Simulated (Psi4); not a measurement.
**TiH4 (SMILES [H][Ti]([H])([H])[H]): HF/STO-3G**

What is the vertical singlet–triplet gap of TiH4 at HF/STO-3G? 

The results are computed with Psi4 1.11.

9 further runs of the same task are left out: 8 that didn't finish, 1 set aside as unsound or not needed.

### 1 The system as given

TiH4 has 5 atoms, charge 0, and is taken as a singlet. SMILES: `[H][Ti]([H])([H])[H]`. The shape comes from GFN2-xTB, which is rough for such elements, and wasn't checked as a minimum.

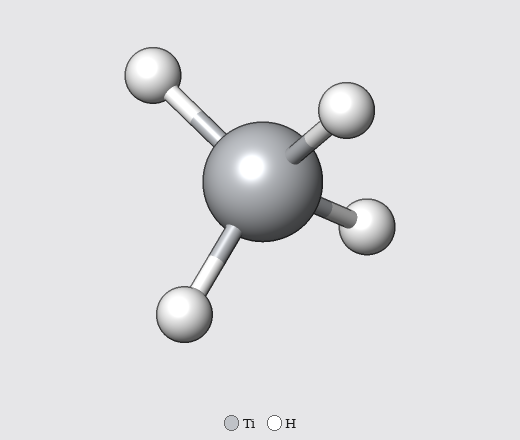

The structure, seen from a chosen angle (titanium light grey, hydrogen white).

### 2 A single-point energy at HF/STO-3G

The input, run.py:

```python
import psi4

psi4.set_memory('1600 MB')
psi4.set_num_threads(1)
psi4.set_output_file('psi4.out', False)

molecule = psi4.geometry("""
0 1
Ti    -0.00001890    -0.00039684    -0.00028346
H      0.02071140    -0.03178519     3.27105923
H      3.07825047     0.01972874    -1.10792753
H     -1.55760676     2.67683485    -1.05354121
H     -1.54133622    -2.66440045    -1.10928813
units au
symmetry c1
""")

psi4.set_options({
    'basis': 'STO-3G',
    'puream': True,
    'e_convergence': 1e-09,
    'd_convergence': 1e-08,
    'scf_type': 'pk',
})

e_tot, wfn = psi4.energy('scf', return_wfn=True)
psi4.oeprop(wfn, 'QUADRUPOLE', 'MULLIKEN_CHARGES', 'MAYER_INDICES')
print('E =', round(e_tot, 9))
```

Command:

```bash
$ python run.py
```

psi4.out:

```text
[...]
  Running in c1 symmetry.
[...]
  Nuclear repulsion =   28.021838301873711
[...]
  Multiplicity = 1
[...]
  Nalpha       = 13
  Nbeta        = 13
[...]
    Number of basis functions: 22
[...]
   @RHF iter   1:  -841.92706018565241   -1.75905e+00   1.71299e-02 DIIS/ADIIS
[...]
   @RHF iter   8:  -842.04574148279266   -2.04636e-12   2.26046e-09 DIIS
[...]
    Orbital Energies [Eh]
    ---------------------
    Doubly Occupied:
       1A   -181.752316     2A    -21.536406     3A    -18.119801
       4A    -18.119798     5A    -18.119797     6A     -3.117084
       7A     -2.044904     8A     -2.044885     9A     -2.044877
      10A     -0.471010    11A     -0.392105    12A     -0.392083
      13A     -0.392071
[...]
  @RHF Final Energy:  -842.04574148279266
   => Energetics <=
    Nuclear Repulsion Energy =             28.0218383018737107
    One-Electron Energy =               -1203.0408824055778041
    Two-Electron Energy =                 332.9733026209113973
    Total Energy =                       -842.0457414827926641
[...]
 Multipole Moments:
 ------------------------------------------------------------------------------------
     Multipole            Electronic (a.u.)      Nuclear  (a.u.)        Total (a.u.)
 ------------------------------------------------------------------------------------
 L = 1.  Multiply by 2.5417464519 to convert [e a0] to [Debye]
 Dipole X            :         -0.0000789            0.0000469           -0.0000320
 Dipole Y            :         -0.0017409            0.0009746           -0.0007663
 Dipole Z            :         -0.0012731            0.0007122           -0.0005609
 Magnitude           :                                                    0.0009502
 L = 2.  Multiply by 1.3450342976 to convert [e a0^2] to [Debye ang]
 Quadrupole XX       :        -31.3563664           14.2779111          -17.0784553
 Quadrupole XY       :          0.0034172           -0.0026474            0.0007698
[...]
  Mulliken Charges: (a.u.)
   Center  Symbol    Alpha    Beta     Spin     Total
       1    TI    10.69778 10.69778  0.00000  0.60443
       2     H     0.57555  0.57555  0.00000 -0.15110
       3     H     0.57556  0.57556  0.00000 -0.15111
       4     H     0.57555  0.57555  0.00000 -0.15110
       5     H     0.57556  0.57556  0.00000 -0.15112
   Total alpha = 13.00000, Total beta = 13.00000, Total charge =  0.00000
  Mayer Bond Indices:
[...]
```

Standard output:

```text
E = -842.045741483
```

Wall time 1.4 s (1 thread of AMD EPYC 9R45 (Zen 5), shared host); peak memory 0.19 GiB.

### 3 The triplet: energy and forces at UHF/STO-3G

The input, job.inp:

```
memory 1600 MB

molecule system {
  0 3
  Ti    -0.000010    -0.000210    -0.000150
  H      0.010960    -0.016820     1.730970
  H      1.628940     0.010440    -0.586290
  H     -0.824250     1.416520    -0.557510
  H     -0.815640    -1.409940    -0.587010
  symmetry c1
}

set {
  reference uhf
  puream true
  e_convergence 1e-09
  d_convergence 1e-08
  scf_type pk
  maxiter 200
}

gradient('hf/STO-3G')
```

Command:

```bash
$ psi4 -n 1 job.inp job.out
```

job.out:

```text
[...]
  Running in c1 symmetry.
[...]
  Nuclear repulsion =   28.021838281682800
[...]
  Multiplicity = 3
[...]
  Nalpha       = 14
  Nbeta        = 12
[...]
    Number of basis functions: 22
[...]
   @UHF iter   1:  -841.71790071797204   -1.54990e+00   1.14856e-02 ADIIS/DIIS
[...]
   @UHF iter  46:  -841.77411861708265    1.30740e-11   9.00071e-09 DIIS
[...]
   @S^2 Observed:                2.018581647E+00
[...]
    Orbital Energies [Eh]
    ---------------------
    Alpha Occupied:
       1A   -181.654149     2A    -21.433796     3A    -18.022587
       4A    -18.015959     5A    -18.015958     6A     -3.041855
       7A     -1.982774     8A     -1.982765     9A     -1.970337
      10A     -0.504250    11A     -0.434817    12A     -0.419986
      13A     -0.419975    14A     -0.135828
    Alpha Virtual:
      15A      0.250793    16A      0.250801    17A      0.258085
      18A      0.289644    19A      0.491956    20A      0.650533
      21A      0.672348    22A      0.672478
[...]
  @UHF Final Energy:  -841.77411861708265
   => Energetics <=
    Nuclear Repulsion Energy =             28.0218382816828004
    One-Electron Energy =               -1204.6282769109084256
    Two-Electron Energy =                 334.8323200121428727
    Total Energy =                       -841.7741186170826495
  UHF NO Occupations:
  HONO-2 :   12  A 1.9968672
  HONO-1 :   13  A 1.0000000
[...]
 Multipole Moments:
 ------------------------------------------------------------------------------------
     Multipole            Electronic (a.u.)      Nuclear  (a.u.)        Total (a.u.)
 ------------------------------------------------------------------------------------
 L = 1.  Multiply by 2.5417464519 to convert [e a0] to [Debye]
 Dipole X            :          0.0000721            0.0000469            0.0001189
 Dipole Y            :         -0.0027374            0.0009746           -0.0017629
 Dipole Z            :         -0.0028909            0.0007122           -0.0021787
 Magnitude           :                                                    0.0028051
[...]
  -Total Gradient:
     Atom            X                  Y                   Z
    ------   -----------------  -----------------  -----------------
       1       -0.000002156207    -0.000083846530    -0.000101146865
       2        0.002024234085     0.003584130274    -0.001996477939
       3       -0.001254505107    -0.003567052258     0.002607359701
       4       -0.002418541433    -0.002886791718     0.002615102570
       5        0.001650968662     0.002953560232    -0.003124837467
[...]
```

Wall time 1.6 s (1 thread of AMD EPYC 9R45 (Zen 5), shared host); peak memory 0.19 GiB.

### 4 What came out

Level: HF/STO-3G.

| quantity | value |
| --- | --- |
| singlet: total energy | -842.04574 Eh |
| singlet: dipole moment | 0.00 D |
| singlet: HOMO energy | -10.67 eV |
| singlet: LUMO energy | 6.05 eV |
| singlet: HOMO–LUMO gap | 16.71 eV |
| triplet: total energy | -841.77412 Eh |
| triplet: dipole moment | 0.01 D |
| triplet: HOMO energy (highest over α and β) | -3.70 eV |
| triplet: LUMO energy (lowest over α and β) | -1.90 eV |
| triplet: ⟨S²⟩ | 2.019 |
| triplet: largest force on an atom | 0.237 eV/Å |
| vertical energy of the triplet above the singlet | 7.391 eV |

What this shows: At this shape the triplet lies 7.39 eV (170 kcal/mol) above the singlet. In a minimal basis such a difference can be off by several eV, whatever the method.
